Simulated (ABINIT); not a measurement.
## Li3SF (Pm-3m): third-order response

Aim: Raman and infrared lines of Li3SF (Pm-3m).

Program: ABINIT 10.8.3. Level of theory: DFT LDA, scalar-relativistic, plane waves, PseudoDojo norm-conserving pseudopotentials. Results are calculated unless marked as measured.

The structure was built from a prototype and need not be the compound's stable phase.

### Step 1. The starting structure

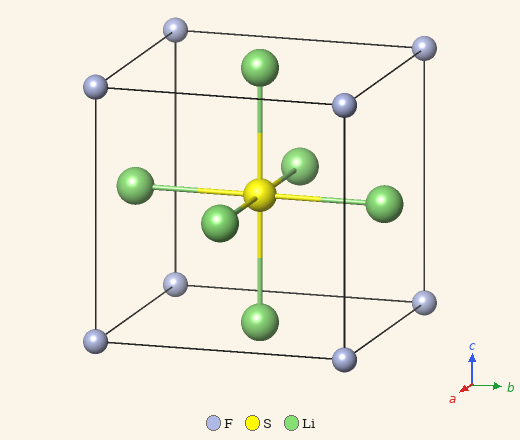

The cell as given, slightly off an axis (fluorine light blue, sulfur yellow, lithium green). Some periodic images of atoms are drawn too.

### Step 2. A probe with smearing

A first run with smearing and empty bands tells whether the crystal has a gap, which decides between fixed occupations and smearing later on.

Input file probe.abi:

```
# ground state
tolvrs 1.0d-08
prtden 1
prtwf 1

# basis, mesh and filling
ecut 34.0
ngkpt 4 4 4
nshiftk 1
shiftk 0.0 0.0 0.0
istwfk *1
occopt 7
tsmear 0.005
nband 18
nstep 100
diemac 9.0
prtebands 0
prtgsr 0

# cell and atoms
acell 9.335247056 9.335247056 9.335247056
rprim 
    1.0 0.0 0.0
    0.0 1.0 0.0
    0.0 0.0 1.0
ntypat 3
znucl 9 16 3
natom 5
typat 1 2 3 3 3
xred 
    0.0 0.0 0.0
    0.5 0.5 0.5
    0.5 0.5 0.0
    0.5 0.0 0.5
    0.0 0.5 0.5
pp_dirpath "./pseudo"
pseudos "F.upf, S.upf, Li.upf"
```

Command:

```
$ OMP_NUM_THREADS=1 mpirun -n 4 abinit probe.abi > probe.log
```

Numbers of over 12 decimals in the logs are rounded to 6 here.

probe.abo, the main output file:

```text
[banners, grids, parts of the stress and lines that vanish by symmetry left out]
- input  file    -> probe.abi
- output file    -> probe.abo
- root for input  files -> probei
[...]
Symmetries : space group Pm -3 m (#221); Bravais cP (primitive cubic)
[...]
mpw =        7809          nfft =      125000          nkpt =          10
[...]
== DATASET  1 ==================================================================
[...]
cutoff_energies: {ecut:  34.0, pawecutdg:  -1.0, }
[...]
ETOT  1  -56.832176077039    -5.683E+01 1.225E-01 5.019E+02
 ETOT  2  -56.704261708395     1.279E-01 1.999E-02 1.162E+03
 ETOT  3  -57.092278939621    -3.880E-01 6.539E-03 2.229E+02
 ETOT  4  -57.126135573209    -3.386E-02 2.781E-04 4.874E+01
 ETOT  5  -57.132271730207    -6.136E-03 1.737E-04 1.144E+01
[...]
ETOT 11  -57.134675786811    -2.674E-10 5.055E-05 1.559E-08
 ETOT 12  -57.134675786813    -1.890E-12 1.385E-05 6.684E-10
 At SCF step   12       vres2   =  6.68E-10 < tolvrs=  1.00E-08 =>converged.
[...]
sigma(1 1)=  2.14759860E-04  sigma(3 2)=  0.00000000E+00
  sigma(2 2)=  2.14759860E-04  sigma(3 1)=  0.00000000E+00
  sigma(3 3)=  2.14759860E-04  sigma(2 1)=  0.00000000E+00
[...]
convergence: {deltae: -1.890E-12, res2:  6.684E-10, residm:  1.385E-05, diffor: null, }
etotal    :  -5.71346758E+01
[...]
sigma(1 1)=  2.14759860E-04  sigma(3 2)=  0.00000000E+00
  sigma(2 2)=  2.14759860E-04  sigma(3 1)=  0.00000000E+00
  sigma(3 3)=  2.14759860E-04  sigma(2 1)=  0.00000000E+00
[...]
- sigma(1 1)=  6.31845322E+00  sigma(3 2)=  0.00000000E+00
- sigma(2 2)=  6.31845322E+00  sigma(3 1)=  0.00000000E+00
- sigma(3 3)=  6.31845322E+00  sigma(2 1)=  0.00000000E+00
[...]
fcart     -0.0000000000E+00 -0.0000000000E+00 -0.0000000000E+00
           strten      2.1475985967E-04  2.1475985967E-04  2.1475985967E-04
================================================================================

[key lines of the parts left out:]
pressure_GPa:  -6.3185E+00
```

Wall time 19 s (4 MPI ranks of Arm Neoverse V1, shared host); 75 s of CPU time.

This step gave:

```yaml
volume_per_atom: 24.11 Å³
pressure: -6.318 GPa
gap_on_the_k_mesh: 2.950 eV
```

A gap of 3.0 eV opens on this mesh, so the crystal is taken as an insulator; the printed pressure holds the stress of the finite basis too.

### Step 3. Rough relaxation

The typed start is rough, so a first relaxation with smearing and loose thresholds takes it towards rest cheaply.

Input file prerelax.abi:

```
# relaxation
ionmov 2
optcell 2
dilatmx 1.15
chkdilatmx 0
ntime 40
tolmxf 3.0d-04
tolvrs 1.0d-10
prtwf 0
prtden 0
chksymtnons 0

# basis, mesh and filling
ecut 34.0
ecutsm 3.0
ngkpt 4 4 4
nshiftk 1
shiftk 0.0 0.0 0.0
istwfk *1
occopt 7
tsmear 0.005
nband 18
nstep 100
diemac 9.0
prtebands 0
prtgsr 0

# cell and atoms
acell 9.335247056 9.335247056 9.335247056
rprim 
    1.0 0.0 0.0
    0.0 1.0 0.0
    0.0 0.0 1.0
ntypat 3
znucl 9 16 3
natom 5
typat 1 2 3 3 3
xred 
    0.0 0.0 0.0
    0.5 0.5 0.5
    0.5 0.5 0.0
    0.5 0.0 0.5
    0.0 0.5 0.5
pp_dirpath "./pseudo"
pseudos "F.upf, S.upf, Li.upf"
```

Command:

```
$ OMP_NUM_THREADS=1 mpirun -n 4 abinit prerelax.abi > prerelax.log
```

prerelax.abo, the main output file:

```text
[banners, grids, parts of the stress and lines that vanish by symmetry left out]
- input  file    -> prerelax.abi
- output file    -> prerelax.abo
- root for input  files -> prerelaxi
[...]
Symmetries : space group Pm -3 m (#221); Bravais cP (primitive cubic)
[...]
mpw =       11808          nfft =      216000          nkpt =          10
[...]
== DATASET  1 ==================================================================
[...]
cutoff_energies: {ecut:  34.0, pawecutdg:  -1.0, }
[...]
ETOT  1  -56.832898247727    -5.683E+01 1.676E-01 8.393E+02
 ETOT  2  -56.744299253549     8.860E-02 8.258E-03 1.796E+03
 ETOT  3  -57.091735401624    -3.474E-01 6.102E-03 3.713E+02
 ETOT  4  -57.124856675046    -3.312E-02 5.269E-04 8.101E+01
 ETOT  5  -57.131226805928    -6.370E-03 2.549E-04 1.632E+01
[...]
At SCF step   13       vres2   =  1.55E-13 < tolvrs=  1.00E-10 =>converged.
[...]
ETOT 11  -57.164548545997    -1.862E-12 2.939E-08 1.452E-13
 At SCF step   11       vres2   =  1.45E-13 < tolvrs=  1.00E-10 =>converged.
[...]
sigma(1 1)= -1.96848888E-06  sigma(3 2)=  0.00000000E+00
  sigma(2 2)= -1.96848888E-06  sigma(3 1)=  0.00000000E+00
  sigma(3 3)= -1.96848888E-06  sigma(2 1)=  0.00000000E+00
[...]
convergence: {deltae: -1.862E-12, res2:  1.452E-13, residm:  2.939E-08, diffor: null, }
etotal    :  -5.71645485E+01
[...]
At Broyd/MD step   6, gradients are converged :
[...]
sigma(1 1)= -1.96848888E-06  sigma(3 2)=  0.00000000E+00
  sigma(2 2)= -1.96848888E-06  sigma(3 1)=  0.00000000E+00
  sigma(3 3)= -1.96848888E-06  sigma(2 1)=  0.00000000E+00
[...]
- sigma(1 1)= -5.79149424E-02  sigma(3 2)=  0.00000000E+00
- sigma(2 2)= -5.79149424E-02  sigma(3 1)=  0.00000000E+00
- sigma(3 3)= -5.79149424E-02  sigma(2 1)=  0.00000000E+00
[...]
fcart     -0.0000000000E+00 -0.0000000000E+00 -0.0000000000E+00
           strten     -1.9684888811E-06 -1.9684888811E-06 -1.9684888811E-06
================================================================================

[key lines of the parts left out:]
pressure_GPa:   5.7915E-02
Total energy (etotal) [Ha]= -5.71645485459973E+01
```

Wall time 2.7 min (4 MPI ranks); 11 min of CPU time.

The steps of the relaxation:

```csv
step,energy less that of the first step (eV),largest force (eV/Å),volume (Å³)
1,0.0000,0.0000,120.55
2,-0.0741,0.0000,118.46
3,-0.4103,0.0000,68.40
4,-0.7967,0.0000,91.97
5,-0.8495,0.0000,86.20
6,-0.8523,0.0000,84.49
```

| conventional cell, symmetrised | before | after | change |
| --- | --- | --- | --- |
| a (Å) | 4.940 | 4.388 | -11.2 % |
| b (Å) | 4.940 | 4.388 | -11.2 % |
| c (Å) | 4.940 | 4.388 | -11.2 % |
| volume (Å³/atom) | 24.11 | 16.90 | -29.9 % |

Final coordinates:

```cif
data_structure
_symmetry_space_group_name_H-M 'P 1'
_symmetry_Int_Tables_number 1
_cell_length_a 4.3881
_cell_length_b 4.3881
_cell_length_c 4.3881
_cell_angle_alpha 90.000
_cell_angle_beta 90.000
_cell_angle_gamma 90.000
_cell_volume 84.49
loop_
_atom_site_label
_atom_site_type_symbol
_atom_site_fract_x
_atom_site_fract_y
_atom_site_fract_z
_atom_site_occupancy
F1 F 0.00000 0.00000 0.00000 1
S2 S 0.50000 0.50000 0.50000 1
Li3 Li 0.50000 0.50000 0.00000 1
Li4 Li 0.50000 0.00000 0.50000 1
Li5 Li 0.00000 0.50000 0.50000 1
```

This step gave:

| Property | Result |
| --- | --- |
| volume per atom | 16.90 Å³ |
| pressure | 0.05791 GPa |
| gap on the k-mesh | 3.964 eV |

The volume changes by -29.9 % in this run and stands -29.9 % from the first cell.

### Step 4. Rough relaxation

The cell changed much, so the rough relaxation is repeated on a basis made for the new cell.

Changes to prerelax.abi since step 3:

```diff
@@ -28,3 +28,3 @@
 # cell and atoms
-acell 9.335247056 9.335247056 9.335247056
+acell 8.292261231 8.292261231 8.292261231
 rprim
```

prerelax.abo, the main output file:

```text
[banners, grids, parts of the stress and lines that vanish by symmetry left out]
- input  file    -> prerelax.abi
- output file    -> prerelax.abo
- root for input  files -> prerelaxi
[...]
Symmetries : space group Pm -3 m (#221); Bravais cP (primitive cubic)
[...]
mpw =        8260          nfft =      157464          nkpt =          10
[...]
== DATASET  1 ==================================================================
[...]
cutoff_energies: {ecut:  34.0, pawecutdg:  -1.0, }
[...]
ETOT  1  -56.981518992330    -5.698E+01 8.139E-02 5.925E+02
 ETOT  2  -56.894117735715     8.740E-02 9.131E-03 1.260E+03
 ETOT  3  -57.143325478814    -2.492E-01 1.291E-02 1.594E+02
 ETOT  4  -57.163265837802    -1.994E-02 2.571E-03 1.063E+01
 ETOT  5  -57.164278048991    -1.012E-03 1.013E-04 1.785E+00
[...]
ETOT 10  -57.164548575028    -5.492E-11 5.042E-05 7.456E-09
 ETOT 11  -57.164548575027     8.100E-13 2.308E-05 1.600E-11
 At SCF step   11       vres2   =  1.60E-11 < tolvrs=  1.00E-10 =>converged.
[...]
sigma(1 1)= -1.96865027E-06  sigma(3 2)=  0.00000000E+00
  sigma(2 2)= -1.96865027E-06  sigma(3 1)=  0.00000000E+00
  sigma(3 3)= -1.96865027E-06  sigma(2 1)=  0.00000000E+00
[...]
convergence: {deltae:  8.100E-13, res2:  1.600E-11, residm:  2.308E-05, diffor: null, }
etotal    :  -5.71645486E+01
[...]
At Broyd/MD step   1, gradients are converged :
[...]
sigma(1 1)= -1.96865027E-06  sigma(3 2)=  0.00000000E+00
  sigma(2 2)= -1.96865027E-06  sigma(3 1)=  0.00000000E+00
  sigma(3 3)= -1.96865027E-06  sigma(2 1)=  0.00000000E+00
[...]
- sigma(1 1)= -5.79196905E-02  sigma(3 2)=  0.00000000E+00
- sigma(2 2)= -5.79196905E-02  sigma(3 1)=  0.00000000E+00
- sigma(3 3)= -5.79196905E-02  sigma(2 1)=  0.00000000E+00
[...]
fcart     -0.0000000000E+00 -0.0000000000E+00 -0.0000000000E+00
           strten     -1.9686502652E-06 -1.9686502652E-06 -1.9686502652E-06
================================================================================

[key lines of the parts left out:]
pressure_GPa:   5.7920E-02
Total energy (etotal) [Ha]= -5.71645485750270E+01
```

The job ended after 20 s (4 MPI ranks).

Little changed from the start: no atom moved by 0.005 Å and no cell edge by 0.1 %.

This step gave:

```
pressure : 0.05792 GPa
```

The volume changes by +0.0 % in this run and stands -29.9 % from the first cell.

### Step 5. Relaxation

The harmonic expansion needs vanishing forces, and a free crystal bears no stress, so cell and atoms are brought to rest. Stress is more sensitive to the basis than forces are: the last 3 Ha under the cutoff are smoothed with ecutsm, and the cutoff is raised above that of the later runs.

relax.abi, as its differences from prerelax.abi of step 4:

```diff
@@ -3,7 +3,6 @@
 optcell 2
-dilatmx 1.15
-chkdilatmx 0
+dilatmx 1.08
 ntime 40
-tolmxf 3.0d-04
-tolvrs 1.0d-10
+tolmxf 1.0d-05
+tolvrs 1.0d-14
 prtwf 0
@@ -13,3 +12,3 @@
 # basis, mesh and filling
-ecut 34.0
+ecut 42.0
 ecutsm 3.0
@@ -19,5 +18,4 @@
 istwfk *1
-occopt 7
-tsmear 0.005
-nband 18
+occopt 1
+nband 11
 nstep 100
```

Command:

```
$ OMP_NUM_THREADS=1 mpirun -n 4 abinit relax.abi > relax.log
```

relax.abo, the main output file:

```text
[banners, grids, parts of the stress and lines that vanish by symmetry left out]
- input  file    -> relax.abi
- output file    -> relax.abo
- root for input  files -> relaxi
[...]
Symmetries : space group Pm -3 m (#221); Bravais cP (primitive cubic)
[...]
mpw =        9412          nfft =      157464          nkpt =          10
[...]
== DATASET  1 ==================================================================
[...]
cutoff_energies: {ecut:  42.0, pawecutdg:  -1.0, }
[...]
ETOT  1  -56.601510716376    -5.660E+01 1.550E-01 1.772E+03
 ETOT  2  -56.762792519247    -1.613E-01 1.005E-02 3.241E+03
 ETOT  3  -57.128410401979    -3.656E-01 3.349E-03 4.645E+02
 ETOT  4  -57.150699022667    -2.229E-02 3.130E-04 1.420E+02
 ETOT  5  -57.162527859331    -1.183E-02 8.602E-04 3.042E+01
[...]
At SCF step   16       vres2   =  1.30E-15 < tolvrs=  1.00E-14 =>converged.
[...]
sigma(1 1)= -1.94302243E-06  sigma(3 2)=  0.00000000E+00
  sigma(2 2)= -1.94302243E-06  sigma(3 1)=  0.00000000E+00
  sigma(3 3)= -1.94302243E-06  sigma(2 1)=  0.00000000E+00
[...]
convergence: {deltae: -2.842E-13, res2:  1.298E-15, residm:  5.971E-19, diffor: null, }
etotal    :  -5.71673816E+01
[...]
ETOT  1  -57.167380588229    -5.717E+01 4.082E-10 6.887E-03
[...]
At SCF step   10       vres2   =  7.19E-16 < tolvrs=  1.00E-14 =>converged.
[...]
sigma(1 1)= -1.75052086E-06  sigma(3 2)=  0.00000000E+00
  sigma(2 2)= -1.75052086E-06  sigma(3 1)=  0.00000000E+00
  sigma(3 3)= -1.75052086E-06  sigma(2 1)=  0.00000000E+00
[...]
convergence: {deltae: -2.132E-12, res2:  7.191E-16, residm:  2.217E-18, diffor: null, }
etotal    :  -5.71673818E+01
[...]
ETOT  1  -57.167280230632    -5.717E+01 1.006E-08 5.783E-01
[...]
ETOT 11  -57.167382601380     5.542E-12 1.619E-18 1.202E-14
 ETOT 12  -57.167382601383    -3.261E-12 1.682E-19 6.548E-16
 At SCF step   12       vres2   =  6.55E-16 < tolvrs=  1.00E-14 =>converged.
[...]
sigma(1 1)= -3.46415175E-09  sigma(3 2)=  0.00000000E+00
  sigma(2 2)= -3.46415175E-09  sigma(3 1)=  0.00000000E+00
  sigma(3 3)= -3.46415175E-09  sigma(2 1)=  0.00000000E+00
[...]
convergence: {deltae: -3.261E-12, res2:  6.548E-16, residm:  1.682E-19, diffor: null, }
etotal    :  -5.71673826E+01
[...]
At Broyd/MD step   3, gradients are converged :
[...]
sigma(1 1)= -3.46415175E-09  sigma(3 2)=  0.00000000E+00
  sigma(2 2)= -3.46415175E-09  sigma(3 1)=  0.00000000E+00
  sigma(3 3)= -3.46415175E-09  sigma(2 1)=  0.00000000E+00
[...]
- sigma(1 1)= -1.01918863E-04  sigma(3 2)=  0.00000000E+00
- sigma(2 2)= -1.01918863E-04  sigma(3 1)=  0.00000000E+00
- sigma(3 3)= -1.01918863E-04  sigma(2 1)=  0.00000000E+00
[...]
fcart     -0.0000000000E+00 -0.0000000000E+00 -0.0000000000E+00
           strten     -3.4641517547E-09 -3.4641517541E-09 -3.4641517521E-09
================================================================================

[key lines of the parts left out:]
pressure_GPa:   1.0192E-04
Total energy (etotal) [Ha]= -5.71673826013828E+01
```

Wall time 42 s (4 MPI ranks); 2.8 min of CPU time.

Little changed from the start: no atom moved by 0.005 Å and no cell edge by 0.1 %.

This step gave:

| Quantity | Value |
| --- | --- |
| volume per atom | 16.93 Å³ |
| pressure | 1.02e-4 GPa |

The volume changes by +0.2 % in this run and stands -29.8 % from the first cell.

### Step 6. Self-consistent run for the response

The response is built on these wavefunctions, so the potential is converged far more tightly than an energy would need. The mesh is shifted off Γ, since shifted meshes converge sums over the zone faster.

Input file gs.abi:

```
# ground state
tolvrs 1.0d-16
prtden 1
prtwf 1

# basis, mesh and filling
ecut 34.0
ngkpt 4 4 4
nshiftk 1
shiftk 0.5 0.5 0.5
istwfk *1
occopt 1
nband 11
nstep 100
diemac 9.0
prtebands 0
prtgsr 0

# cell and atoms
acell 8.297147831 8.297147831 8.297147831
rprim 
    1.0 0.0 0.0
    0.0 1.0 0.0
    0.0 0.0 1.0
ntypat 3
znucl 9 16 3
natom 5
typat 1 2 3 3 3
xred 
    0.0 0.0 0.0
    0.5 0.5 0.5
    0.5 0.5 0.0
    0.5 0.0 0.5
    0.0 0.5 0.5
pp_dirpath "./pseudo"
pseudos "F.upf, S.upf, Li.upf"
```

Command:

```
$ OMP_NUM_THREADS=1 mpirun -n 4 abinit gs.abi > gs.log
```

gs.abo, the main output file:

```text
[banners, grids, parts of the stress and lines that vanish by symmetry left out]
- input  file    -> gs.abi
- output file    -> gs.abo
- root for input  files -> gsi
[...]
Symmetries : space group Pm -3 m (#221); Bravais cP (primitive cubic)
[...]
mpw =        5416          nfft =       91125          nkpt =           4
[...]
== DATASET  1 ==================================================================
[...]
cutoff_energies: {ecut:  34.0, pawecutdg:  -1.0, }
[...]
ETOT  1  -56.262505663079    -5.626E+01 1.307E-01 1.905E+03
 ETOT  2  -56.447908185742    -1.854E-01 8.921E-02 3.384E+03
 ETOT  3  -57.078603219183    -6.307E-01 1.505E-03 5.745E+02
 ETOT  4  -57.132703904813    -5.410E-02 3.162E-04 2.023E+02
 ETOT  5  -57.164118746729    -3.141E-02 3.761E-04 1.204E+01
[...]
ETOT 18  -57.166013308488    -7.176E-13 1.197E-20 1.168E-16
 ETOT 19  -57.166013308486     1.229E-12 7.150E-22 1.705E-18
 At SCF step   19       vres2   =  1.70E-18 < tolvrs=  1.00E-16 =>converged.
[...]
sigma(1 1)=  2.92439928E-05  sigma(3 2)=  0.00000000E+00
  sigma(2 2)=  2.92439928E-05  sigma(3 1)=  0.00000000E+00
  sigma(3 3)=  2.92439928E-05  sigma(2 1)=  0.00000000E+00
[...]
convergence: {deltae:  1.229E-12, res2:  1.705E-18, residm:  7.150E-22, diffor: null, }
etotal    :  -5.71660133E+01
[...]
sigma(1 1)=  2.92439928E-05  sigma(3 2)=  0.00000000E+00
  sigma(2 2)=  2.92439928E-05  sigma(3 1)=  0.00000000E+00
  sigma(3 3)=  2.92439928E-05  sigma(2 1)=  0.00000000E+00
[...]
- sigma(1 1)=  8.60387974E-01  sigma(3 2)=  0.00000000E+00
- sigma(2 2)=  8.60387974E-01  sigma(3 1)=  0.00000000E+00
- sigma(3 3)=  8.60387974E-01  sigma(2 1)=  0.00000000E+00
[...]
fcart     -0.0000000000E+00 -0.0000000000E+00 -0.0000000000E+00
           strten      2.9243992823E-05  2.9243992823E-05  2.9243992823E-05
================================================================================

[key lines of the parts left out:]
pressure_GPa:  -8.6039E-01
```

Elapsed: 6.7 s, on 4 MPI ranks.

Read from the output:

```
pressure : -0.8604 GPa
```

The cell stands at -0.86 GPa: the relaxation ran with a smoothed and higher cutoff and on another k mesh.

### Step 7. Empty bands

Empty bands on the ground state's density check that the gap assumed so far is there in this cell.

Input file gap.abi:

```
# empty bands on the ground state's density
iscf -2
getden_filepath "gso_DEN"
tolwfr 1.0d-12
nbdbuf 2
prtwf 0

# basis, mesh and filling
ecut 34.0
ngkpt 4 4 4
nshiftk 1
shiftk 0.0 0.0 0.0
istwfk *1
occopt 1
nband 15
nstep 100
diemac 9.0
prtebands 0
prtgsr 0

# cell and atoms
acell 8.297147831 8.297147831 8.297147831
rprim 
    1.0 0.0 0.0
    0.0 1.0 0.0
    0.0 0.0 1.0
ntypat 3
znucl 9 16 3
natom 5
typat 1 2 3 3 3
xred 
    0.0 0.0 0.0
    0.5 0.5 0.5
    0.5 0.5 0.0
    0.5 0.0 0.5
    0.0 0.5 0.5
pp_dirpath "./pseudo"
pseudos "F.upf, S.upf, Li.upf"
```

Command:

```
$ OMP_NUM_THREADS=1 mpirun -n 4 abinit gap.abi > gap.log
```

gap.abo, the main output file:

```text
[banners, grids, parts of the stress and lines that vanish by symmetry left out]
- input  file    -> gap.abi
- output file    -> gap.abo
- root for input  files -> gapi
[...]
Symmetries : space group Pm -3 m (#221); Bravais cP (primitive cubic)
[...]
mpw =        5452          nfft =       91125          nkpt =          10
[...]
== DATASET  1 ==================================================================
[...]
cutoff_energies: {ecut:  34.0, pawecutdg:  -1.0, }
[...]
-outvars: echo values of variables after computation
            acell      8.2971478310E+00  8.2971478310E+00  8.2971478310E+00 Bohr
================================================================================
```

The job ended after 8 s (4 MPI ranks; 32 s of CPU time).

This step gave:

```yaml
gap_on_the_k_mesh: 3.959 eV
```

In this cell the gap on the mesh is 4.0 eV, indirect (smallest direct 4.0 eV), so fixed occupations hold.

[end of part 1 of 3]

[Host names and launcher messages were left out of these logs when they were recorded.]

[Logs are printed without paths, hosts, clocks, repeated set-up lines and the standing remarks that a program may print on its own settings, such as how far it seeks lower states.]

[Hosts, paths, dates, database ids (printed as entryN), source tags and the programs' standing remarks are cut or masked in the printed files.]
